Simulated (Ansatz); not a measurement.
# Run report: SnSiH3F3, molecular dynamics (part 2 of 2)

The same run, continued: SnSiH3F3, SMILES F[Si](F)(F)[SnH3]; RKS BLYP-d3bj/def2-SVP (Ansatz 0.2.0). The geometry comes from this level: PBE0-D4/def2-TZVP.

Geometry of the input (Å):
```
F  0.5640  -1.6880  1.5625
Si 0.8535  -0.9217  0.2083
F  0.8555  -2.0097  -0.9411
F  2.3297  -0.3597  0.3080
Sn -0.8502  0.9294  -0.2276
H  -0.7914  2.0491  1.0518
H  -0.4661  1.7026  -1.6933
H  -2.4027  0.2408  -0.3245
```

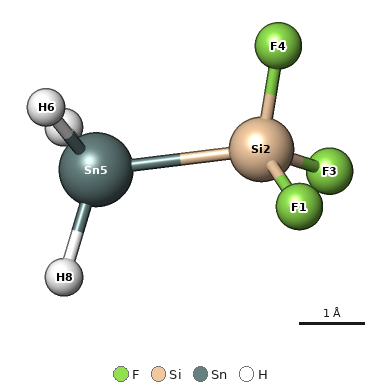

Figure 1. The geometry at step 29 of the log (ball-and-stick view, seen at a tilt; atoms are numbered from 1 in the order of the input).

**Trajectory as extended XYZ, continued**
```
8
Properties=species:S:1:pos:R:3:forces:R:3 step=6 time_fs=6.0 energy=-21901.31704 temperature=273.3
F     0.5758   -1.6896    1.5318   -0.8939  -2.1290   3.9083
Si    0.8337   -0.9331    0.2335    0.0058   1.7396  -3.5508
F     0.8976   -2.0361   -0.9387   -0.1826  -0.5101  -0.6139
F     2.3179   -0.3595    0.3005    1.2904   0.6980   0.1711
Sn   -0.8533    0.9372   -0.2270    0.1008   0.5501  -0.9699
H    -0.5830    2.0169    1.1508   -0.2471  -0.0901  -0.4801
H    -0.5147    1.6945   -1.9405   -0.2548  -0.5101   1.4719
H    -2.4463    0.2074   -0.2640    0.1813   0.2516   0.0634
8
Properties=species:S:1:pos:R:3:forces:R:3 step=8 time_fs=8.0 energy=-21901.38501 temperature=360.0
F     0.5764   -1.6980    1.5360   -0.8279  -1.9413   3.5981
Si    0.8264   -0.9323    0.2337    0.3289   1.3535  -3.5207
F     0.9110   -2.0476   -0.9412   -0.2313  -0.2455  -0.3470
F     2.3198   -0.3565    0.2986    0.9635   0.6071   0.1729
Sn   -0.8542    0.9401   -0.2275   -0.0267   0.4089  -0.7394
H    -0.5280    2.0051    1.1588   -0.3037  -0.1042  -0.5480
H    -0.5492    1.6563   -1.9247   -0.1805  -0.3819   1.2977
H    -2.4570    0.2091   -0.2404    0.2777   0.3034   0.0864
8
Properties=species:S:1:pos:R:3:forces:R:3 step=10 time_fs=10.0 energy=-21901.54375 temperature=561.4
F     0.5753   -1.7102    1.5474   -0.6581  -1.4213   2.7252
Si    0.8196   -0.9296    0.2291    0.5775   0.6772  -2.8638
F     0.9239   -2.0597   -0.9444   -0.2763  -0.0084  -0.1195
F     2.3236   -0.3522    0.2971    0.6011   0.4958   0.1642
Sn   -0.8551    0.9431   -0.2281   -0.1483   0.0845  -0.2137
H    -0.4844    1.9895    1.1462   -0.3126  -0.0265  -0.4662
H    -0.5905    1.6039   -1.8603   -0.0335  -0.0793   0.6637
H    -2.4574    0.2222   -0.2135    0.2501   0.2780   0.1102
8
Properties=species:S:1:pos:R:3:forces:R:3 step=12 time_fs=12.0 energy=-21901.61972 temperature=657.7
F     0.5729   -1.7254    1.5644   -0.4468  -0.7305   1.5694
Si    0.8135   -0.9260    0.2206    0.7849  -0.1296  -1.8540
F     0.9363   -2.0719   -0.9478   -0.3161   0.1934   0.0604
F     2.3287   -0.3470    0.2960    0.2325   0.3766   0.1445
Sn   -0.8560    0.9462   -0.2288   -0.2756  -0.4674   0.7746
H    -0.4527    1.9731    1.1161   -0.2629   0.1380  -0.2382
H    -0.6329    1.5489   -1.7720    0.1856   0.4385  -0.5958
H    -2.4485    0.2458   -0.1823    0.0984   0.1812   0.1390
8
Properties=species:S:1:pos:R:3:forces:R:3 step=15 time_fs=15.0 energy=-21901.50189 temperature=514.9
F     0.5677   -1.7505    1.5950   -0.1650   0.2782  -0.1132
Si    0.8065   -0.9212    0.2036    1.0944  -1.2343  -0.2892
F     0.9537   -2.0892   -0.9526   -0.3665   0.4250   0.2453
F     2.3370   -0.3377    0.2947   -0.2888   0.2005   0.0992
Sn   -0.8577    0.9505   -0.2294   -0.3243  -1.1368   1.8550
H    -0.4225    1.9612    1.0578   -0.1006   0.4640   0.2228
H    -0.6810    1.5043   -1.6997    0.3888   1.0156  -2.1903
H    -2.4311    0.2925   -0.1252   -0.2379  -0.0122   0.1704
8
Properties=species:S:1:pos:R:3:forces:R:3 step=17 time_fs=17.0 energy=-21901.55126 temperature=575.0
F     0.5637   -1.7668    1.6157   -0.0313   0.8038  -0.9932
Si    0.8036   -0.9199    0.1914    1.3023  -1.7601   0.5544
F     0.9644   -2.0998   -0.9553   -0.3928   0.5277   0.3169
F     2.3419   -0.3310    0.2942   -0.5890   0.0919   0.0644
Sn   -0.8589    0.9529   -0.2290   -0.1815  -0.8122   0.8641
H    -0.4081    1.9735    1.0268   -0.0082   0.5818   0.3707
H    -0.6957    1.5193   -1.7456    0.2608   0.6472  -1.3275
H    -2.4289    0.3242   -0.0791   -0.3604  -0.0801   0.1503
8
Properties=species:S:1:pos:R:3:forces:R:3 step=19 time_fs=19.0 energy=-21901.57461 temperature=604.8
F     0.5597   -1.7815    1.6344    0.0649   1.1853  -1.6462
Si    0.8026   -0.9210    0.1799    1.4703  -2.0816   1.2085
F     0.9743   -2.1093   -0.9573   -0.4102   0.5836   0.3473
F     2.3457   -0.3241    0.2938   -0.8312  -0.0054   0.0295
Sn   -0.8601    0.9551   -0.2284   -0.0812  -0.1648  -0.4108
H    -0.3943    2.0075    1.0093    0.0006   0.4869   0.2565
H    -0.7006    1.5586   -1.8411    0.0796   0.0582   0.1244
H    -2.4399    0.3532   -0.0273   -0.2929  -0.0621   0.0908
8
Properties=species:S:1:pos:R:3:forces:R:3 step=21 time_fs=21.0 energy=-21901.47230 temperature=476.9
F     0.5558   -1.7939    1.6498    0.1374   1.4338  -2.0981
Si    0.8035   -0.9250    0.1701    1.5532  -2.2044   1.7060
F     0.9834   -2.1177   -0.9586   -0.4145   0.5871   0.3356
F     2.3477   -0.3171    0.2934   -0.9998  -0.0890  -0.0017
Sn   -0.8614    0.9572   -0.2279   -0.1023   0.3890  -0.9784
H    -0.3806    2.0598    1.0012   -0.0639   0.2124  -0.0255
H    -0.7023    1.6007   -1.9333   -0.0382  -0.3376   1.0557
H    -2.4618    0.3799    0.0279   -0.0719   0.0087   0.0064
8
Properties=species:S:1:pos:R:3:forces:R:3 step=23 time_fs=23.0 energy=-21901.35323 temperature=326.6
F     0.5522   -1.8033    1.6609    0.1977   1.5695  -2.3826
Si    0.8066   -0.9320    0.1626    1.5202  -2.1467   2.0732
F     0.9916   -2.1248   -0.9592   -0.4023   0.5351   0.2841
F     2.3478   -0.3104    0.2931   -1.0835  -0.1573  -0.0246
Sn   -0.8628    0.9594   -0.2277   -0.1787   0.7418  -0.9918
H    -0.3694    2.1202    0.9922   -0.1388  -0.0981  -0.2943
H    -0.7053    1.6304   -1.9867   -0.0956  -0.5209   1.4196
H    -2.4865    0.4069    0.0834    0.1810   0.0765  -0.0837
8
Properties=species:S:1:pos:R:3:forces:R:3 step=25 time_fs=25.0 energy=-21901.32329 temperature=289.4
F     0.5489   -1.8096    1.6673    0.2518   1.6103  -2.5265
Si    0.8117   -0.9419    0.1580    1.3589  -1.9311   2.3213
F     0.9991   -2.1309   -0.9593   -0.3723   0.4313   0.1997
F     2.3457   -0.3039    0.2926   -1.0785  -0.2084  -0.0351
Sn   -0.8642    0.9619   -0.2278   -0.2267   0.8801  -0.7648
H    -0.3633    2.1772    0.9721   -0.1754  -0.3271  -0.4378
H    -0.7118    1.6406   -1.9865   -0.1154  -0.5598   1.4022
H    -2.5044    0.4368    0.1359    0.3576   0.1048  -0.1591
8
Properties=species:S:1:pos:R:3:forces:R:3 step=27 time_fs=27.0 energy=-21901.40706 temperature=396.8
F     0.5462   -1.8126    1.6685    0.3011   1.5671  -2.5427
Si    0.8187   -0.9545    0.1565    1.0753  -1.5840   2.4472
F     1.0058   -2.1362   -0.9590   -0.3270   0.2876   0.0937
F     2.3413   -0.2979    0.2922   -0.9870  -0.2409  -0.0310
Sn   -0.8656    0.9647   -0.2281   -0.2061   0.7692  -0.3580
H    -0.3639    2.2220    0.9357   -0.1553  -0.4216  -0.4258
H    -0.7227    1.6296   -1.9335   -0.1036  -0.4601   1.0182
H    -2.5089    0.4707    0.1824    0.4027   0.0827  -0.2016
8
Properties=species:S:1:pos:R:3:forces:R:3 step=29 time_fs=29.0 energy=-21901.52092 temperature=541.8
F     0.5441   -1.8125    1.6646    0.3420   1.4422  -2.4285
Si    0.8272   -0.9693    0.1584    0.6964  -1.1377   2.4319
F     1.0118   -2.1408   -0.9585   -0.2714   0.1240  -0.0177
F     2.3350   -0.2924    0.2916   -0.8183  -0.2528  -0.0122
Sn   -0.8672    0.9677   -0.2286   -0.1231   0.3275   0.3836
H    -0.3702    2.2511    0.8832   -0.0739  -0.3589  -0.2607
H    -0.7376    1.6015   -1.8426   -0.0510  -0.1579   0.0996
H    -2.4984    0.5077    0.2213    0.2994   0.0136  -0.1961
8
Properties=species:S:1:pos:R:3:forces:R:3 step=31 time_fs=31.0 energy=-21901.52364 temperature=548.0
F     0.5426   -1.8095    1.6558    0.3647   1.2316  -2.1652
Si    0.8367   -0.9857    0.1636    0.2706  -0.6286   2.2361
F     1.0173   -2.1453   -0.9580   -0.2132  -0.0328  -0.1136
F     2.3270   -0.2873    0.2911   -0.5894  -0.2435   0.0195
Sn   -0.8687    0.9708   -0.2289    0.0055  -0.4371   1.4738
H    -0.3793    2.2669    0.8209    0.0621  -0.1415   0.0240
H    -0.7543    1.5678   -1.7491    0.0342   0.3389  -1.3365
H    -2.4767    0.5452    0.2530    0.0655  -0.0870  -0.1383
8
Properties=species:S:1:pos:R:3:forces:R:3 step=33 time_fs=33.0 energy=-21901.46905 temperature=485.1
F     0.5419   -1.8039    1.6425    0.3526   0.9271  -1.7220
Si    0.8466   -1.0030    0.1718   -0.1374  -0.0893   1.8019
F     1.0224   -2.1497   -0.9577   -0.1604  -0.1557  -0.1718
F     2.3178   -0.2827    0.2905   -0.3245  -0.2142   0.0617
Sn   -0.8703    0.9738   -0.2288    0.2067  -1.0841   2.0598
H    -0.3859    2.2775    0.7595    0.2158   0.1555   0.3229
H    -0.7698    1.5466   -1.7057    0.0723   0.6462  -2.2979
H    -2.4526    0.5794    0.2795   -0.2249  -0.1856  -0.0547
8
Properties=species:S:1:pos:R:3:forces:R:3 step=35 time_fs=35.0 energy=-21901.55835 temperature=598.4
F     0.5419   -1.7965    1.6258    0.2868   0.5191  -1.0648
Si    0.8563   -1.0204    0.1826   -0.4672   0.4629   1.0793
F     1.0272   -2.1546   -0.9578   -0.1184  -0.2258  -0.1768
F     2.3079   -0.2786    0.2901   -0.0502  -0.1687   0.1100
Sn   -0.8718    0.9764   -0.2280    0.4691  -1.0473   1.1958
H    -0.3845    2.2939    0.7099    0.3122   0.3529   0.4724
H    -0.7829    1.5485   -1.7458    0.0000   0.3441  -1.6145
H    -2.4369    0.6067    0.3039   -0.4324  -0.2372  -0.0016
8
Properties=species:S:1:pos:R:3:forces:R:3 step=38 time_fs=38.0 energy=-21901.61951 temperature=679.6
F     0.5429   -1.7836    1.5972    0.0609  -0.2948   0.3495
Si    0.8696   -1.0452    0.2010   -0.7438   1.3190  -0.5305
F     1.0339   -2.1627   -0.9585   -0.0782  -0.2258  -0.0868
F     2.2931   -0.2729    0.2900    0.3329  -0.0829   0.1794
Sn   -0.8738    0.9798   -0.2263    0.6506  -0.3319  -0.5775
H    -0.3605    2.3423    0.6677    0.2327   0.1694   0.2893
H    -0.8038    1.5689   -1.9021   -0.1164  -0.3724   0.4291
H    -2.4436    0.6312    0.3400   -0.3387  -0.1807  -0.0525
8
Properties=species:S:1:pos:R:3:forces:R:3 step=40 time_fs=40.0 energy=-21901.47782 temperature=502.4
F     0.5438   -1.7756    1.5785   -0.1654  -0.9268   1.4940
Si    0.8773   -1.0596    0.2128   -0.7891   1.8977  -1.8225
F     1.0382   -2.1686   -0.9593   -0.0615  -0.1770   0.0127
F     2.2838   -0.2694    0.2903    0.5535  -0.0235   0.2155
Sn   -0.8749    0.9820   -0.2253    0.5781   0.0306  -0.9683
H    -0.3327    2.3841    0.6545    0.0811  -0.1476   0.0544
H    -0.8226    1.5689   -1.9979   -0.1291  -0.5641   1.1562
H    -2.4650    0.6386    0.3620   -0.0676  -0.0891  -0.1420
8
Properties=species:S:1:pos:R:3:forces:R:3 step=42 time_fs=42.0 energy=-21901.31226 temperature=293.3
F     0.5444   -1.7694    1.5628   -0.4047  -1.5226   2.5924
Si    0.8839   -1.0715    0.2220   -0.7821   2.4166  -3.0471
F     1.0424   -2.1750   -0.9600   -0.0461  -0.1169   0.1127
F     2.2757   -0.2659    0.2911    0.7445   0.0317   0.2409
Sn   -0.8758    0.9841   -0.2246    0.4578   0.1930  -0.9684
H    -0.3018    2.4205    0.6436   -0.0616  -0.4157  -0.1242
H    -0.8465    1.5475   -2.0507   -0.1114  -0.5824   1.4122
H    -2.4891    0.6425    0.3786    0.2037  -0.0038  -0.2185
8
Properties=species:S:1:pos:R:3:forces:R:3 step=44 time_fs=44.0 energy=-21901.23617 temperature=197.4
F     0.5441   -1.7663    1.5524   -0.5788  -1.9356   3.3580
Si    0.8894   -1.0801    0.2272   -0.8164   2.7654  -3.8929
F     1.0465   -2.1816   -0.9605   -0.0275  -0.0674   0.1866
F     2.2691   -0.2624    0.2923    0.9080   0.0802   0.2550
Sn   -0.8765    0.9863   -0.2242    0.3712   0.1548  -0.8079
H    -0.2730    2.4413    0.6281   -0.1513  -0.5465  -0.2036
H    -0.8746    1.5041   -2.0501   -0.0805  -0.5009   1.3524
H    -2.5057    0.6463    0.3870    0.3754   0.0501  -0.2475
8
Properties=species:S:1:pos:R:3:forces:R:3 step=46 time_fs=46.0 energy=-21901.29233 temperature=269.4
F     0.5427   -1.7670    1.5486   -0.6097  -2.0363   3.5328
Si    0.8938   -1.0850    0.2270   -0.9723   2.8342  -4.0841
F     1.0505   -2.1884   -0.9606   -0.0035  -0.0418   0.2166
F     2.2643   -0.2586    0.2941    1.0420   0.1187   0.2579
Sn   -0.8771    0.9885   -0.2241    0.3541  -0.0941  -0.4590
H    -0.2498    2.4416    0.6050   -0.1698  -0.5168  -0.1826
H    -0.9058    1.4415   -1.9986   -0.0475  -0.3269   0.9301
H    -2.5082    0.6518    0.3861    0.4068   0.0630  -0.2116
8
Properties=species:S:1:pos:R:3:forces:R:3 step=48 time_fs=48.0 energy=-21901.39943 temperature=406.0
F     0.5401   -1.7719    1.5519   -0.4731  -1.7946   3.0548
Si    0.8969   -1.0860    0.2213   -1.2512   2.5933  -3.5541
F     1.0546   -2.1953   -0.9603    0.0240  -0.0408   0.1999
F     2.2616   -0.2546    0.2964    1.1321   0.1395   0.2498
Sn   -0.8776    0.9907   -0.2241    0.4266  -0.5633   0.2672
H    -0.2328    2.4225    0.5751   -0.1067  -0.3210  -0.0684
H    -0.9391    1.3664   -1.9125   -0.0344  -0.0458  -0.0482
H    -2.4955    0.6597    0.3772    0.2828   0.0327  -0.1011
8
Properties=species:S:1:pos:R:3:forces:R:3 step=50 time_fs=50.0 energy=-21901.41539 temperature=430.6
F     0.5365   -1.7804    1.5614   -0.2194  -1.3000   2.1031
Si    0.8983   -1.0834    0.2108   -1.5609   2.1230  -2.4973
F     1.0587   -2.2023   -0.9596    0.0491  -0.0518   0.1501
F     2.2612   -0.2503    0.2993    1.1497   0.1310   0.2304
Sn   -0.8779    0.9927   -0.2240    0.6004  -1.1402   1.2944
H    -0.2196    2.3914    0.5426    0.0309   0.0111   0.1095
H    -0.9739    1.2894   -1.8292   -0.0722   0.2593  -1.4638
H    -2.4723    0.6688    0.3646    0.0224  -0.0324   0.0735
```

**Key numbers**

```json
{"quantity": "outcome", "value": "finished"}
{"quantity": "mean temperature over the second half", "value": "447 K"}
{"quantity": "trajectory", "value": "50 steps, 50 fs"}
{"quantity": "ensemble", "value": "nvt_nose_hoover"}
{"quantity": "temperature in the input", "value": "700 K"}
{"quantity": "time step", "value": "1 fs"}
{"quantity": "potential energy (last step)", "value": "−21901.4158 eV"}
{"quantity": "mean-field energy (last step)", "value": "−21901.0752 eV"}
{"quantity": "dispersion energy (last step)", "value": "−0.3405 eV"}
{"quantity": "SCF solution under orbital rotations (last step)", "value": "stable"}
{"quantity": "largest force (length of the vector) (last step)", "value": "3.630 eV/Å"}
{"quantity": "dipole moment (last step)", "value": "1.11 D"}
{"quantity": "hardware", "value": "4 threads of Arm Neoverse V2, 23 GiB of memory available, shared host"}
{"quantity": "wall time", "value": "48 s (CPU time 3 min)"}
{"quantity": "peak memory", "value": "0.42 GiB"}
```

So short a trajectory is not equilibrated. The temperature stays far from the 700 K of the thermostat over the second half: the run isn't equilibrated.
